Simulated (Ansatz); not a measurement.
## A ladder of methods for SnH2F2 (SMILES [F][SnH2][F])

The species is SnH2F2 (5 atoms), meant as a singlet with charge 0. SMILES: `[F][SnH2][F]`. Geometry: optimised at r2SCAN/def2-SVP.

Each level gives the adiabatic ionisation energy (to the doublet cation, shapes relaxed at r2SCAN/def2-SVP, no zero-point term) (eV). The values are calculated.

```json
{"level": "HF/def2-TZVPP (core potential)", "kind": "Hartree–Fock", "program": "Ansatz", "value (eV)": "11.17", "CPU time (all runs)": "5 s"}
{"level": "PBE/def2-TZVPP (core potential)", "kind": "GGA", "program": "Ansatz", "value (eV)": "11.45", "CPU time (all runs)": "3.4 s"}
{"level": "r2SCAN/def2-TZVPP (core potential)", "kind": "meta-GGA", "program": "Ansatz", "value (eV)": "11.62", "CPU time (all runs)": "6.9 s"}
{"level": "B3LYP/def2-TZVPP (core potential)", "kind": "global hybrid", "program": "Ansatz", "value (eV)": "11.86", "CPU time (all runs)": "4.9 s"}
{"level": "PBE0-D4/def2-TZVPP (core potential)", "kind": "global hybrid", "program": "Ansatz", "value (eV)": "11.76", "CPU time (all runs)": "4.7 s"}
{"level": "wB97M-V/def2-TZVPP (core potential)", "kind": "range-separated hybrid", "program": "Ansatz", "value (eV)": "11.96", "CPU time (all runs)": "15 s"}
{"level": "MP2/def2-TZVPP (core potential)", "kind": "perturbation theory", "program": "Ansatz", "value (eV)": "11.87", "CPU time (all runs)": "6.1 s"}
```

Spin-orbit coupling, which can split open shells on such heavy atoms by tenths of an eV, is left out. The values span 11.17 to 11.96 eV. In the correlated wave-function rows the outer d shell of Sn is correlated, in sets not made for it. Times are those of the runs behind each value, whatever else they computed, on shared processors of several kinds: orders of magnitude only.

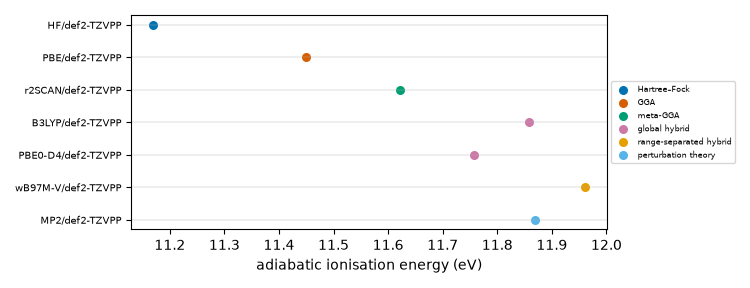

The values of the table, level by level.
